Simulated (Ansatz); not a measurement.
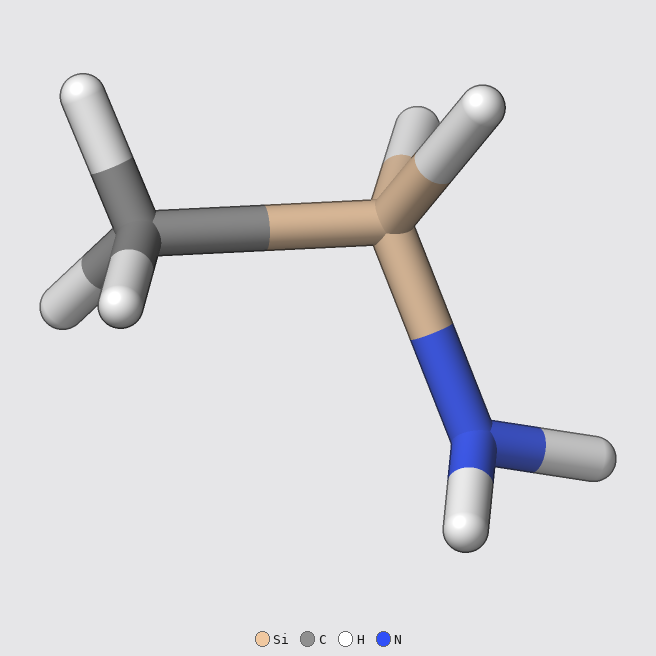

Stick drawing of a structure. Every bond is drawn as one stick, whatever its order.

Computed geometry: PBE0-D4/def2-TZVP optimisation.

**Which formula does it have?**

CH7NSi, 10 atoms: 1 carbon, 7 hydrogen, 1 nitrogen and 1 silicon.

**How many bonds of each kind are drawn?**

3 C–H, 2 N–H, 2 Si–H, 1 C–Si, 1 N–Si. Sticks follow a distance rule.

More results for the same structure follow; atom numbers are the same in all pictures, views and colours differ.

### Shape

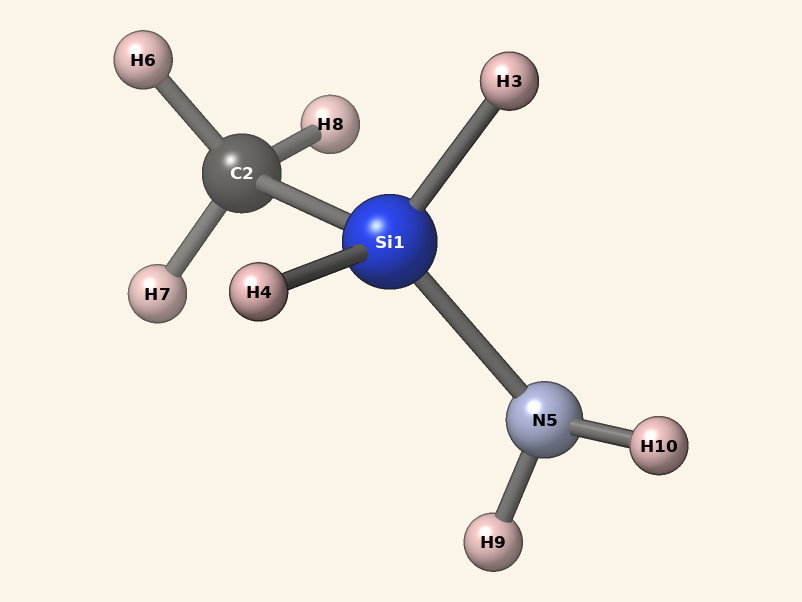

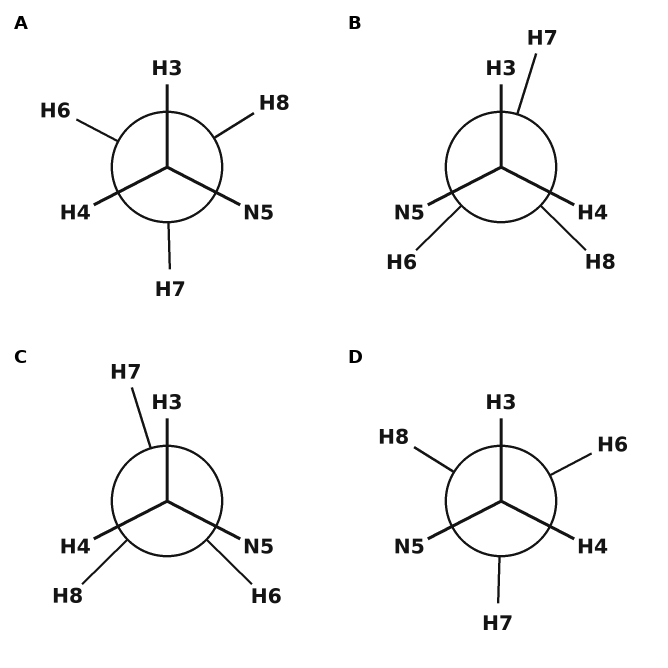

Distant atoms are faded towards the background colour. Bonds that would overlap in a projection are set slightly apart.

**Which Newman projection shows the view along Si1–C2, with Si1 in front?**

A. The torsion angle N5–Si1–C2–H6 is 180°, antiperiplanar (anti).

### Thermal motion

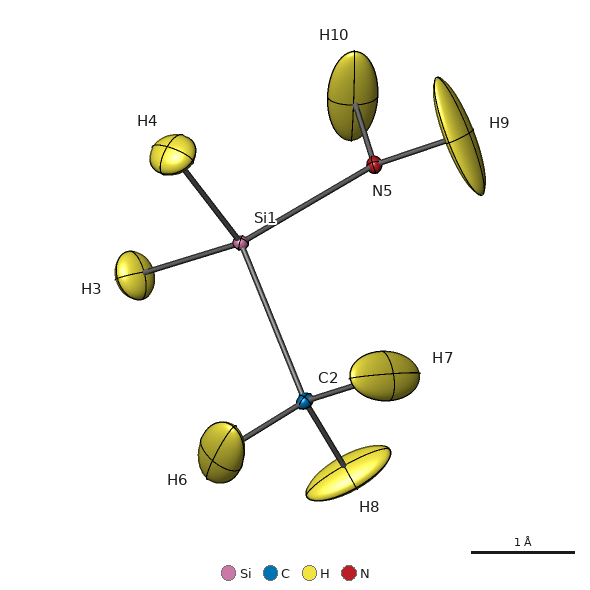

Displacement ellipsoids at the 50 % level, from the internal vibrations of the free molecule (harmonic, no overall translation or rotation; no half-axis is drawn under 0.075 Å). Vibrations computed with RKS PBE0-D4/def2-TZVP (Ansatz 0.2.0). Temperature: 298 K.

**Which atom moves most?**

H9, with U_eq = 0.0625 Å².

**Does H9 move more along its bond or across it?**

Across it: the root-mean-square amplitude is 0.072 Å along the bond and up to 0.395 Å across, since bending and torsion are softer than stretching.

List U_eq and the three principal root-mean-square amplitudes for each kind of atom.

```csv
atom,U_eq (Å²),rms amplitudes (Å)
Si1,0.00080,"0.018, 0.023, 0.039"
C2,0.0018,"0.025, 0.034, 0.060"
H3,0.0184,"0.091, 0.149, 0.157"
H4,0.0182,"0.090, 0.145, 0.160"
N5,0.0019,"0.030, 0.038, 0.057"
H6,0.0433,"0.089, 0.159, 0.311"
H7,0.0423,"0.078, 0.158, 0.310"
H8,0.0394,"0.074, 0.152, 0.299"
H9,0.0625,"0.072, 0.161, 0.395"
H10,0.0594,"0.082, 0.157, 0.383"
```

### Charges

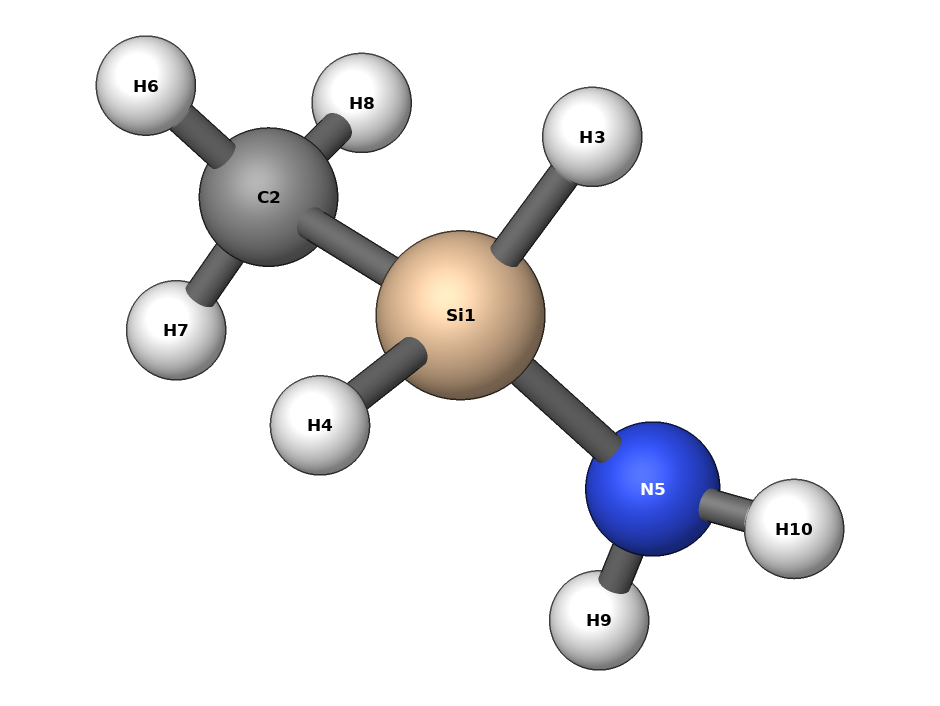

The questions are on Mulliken charges. Properties computed with RKS PBE0-D4/def2-TZVP (Ansatz 0.2.0).

List the Mulliken charges.

```json
{"atom": "Si1", "value (e)": "0.36"}
{"atom": "C2", "value (e)": "−0.49"}
{"atom": "H3", "value (e)": "−0.05"}
{"atom": "H4", "value (e)": "−0.07"}
{"atom": "N5", "value (e)": "−0.63"}
{"atom": "H6", "value (e)": "0.14"}
{"atom": "H7", "value (e)": "0.13"}
{"atom": "H8", "value (e)": "0.14"}
{"atom": "H9", "value (e)": "0.23"}
{"atom": "H10", "value (e)": "0.24"}
```

### Electronic properties

Method: RKS PBE0-D4/def2-TZVP (Ansatz 0.2.0).

**Estimate the dipole moment.**

1.04 D.

**Give the dispersion correction at this level.**

−12.5 kJ/mol.

**Give the harmonic zero-point energy at this level.**

208.4 kJ/mol.

Mulliken values depend strongly on the basis set and can even reverse the polarity of a bond.
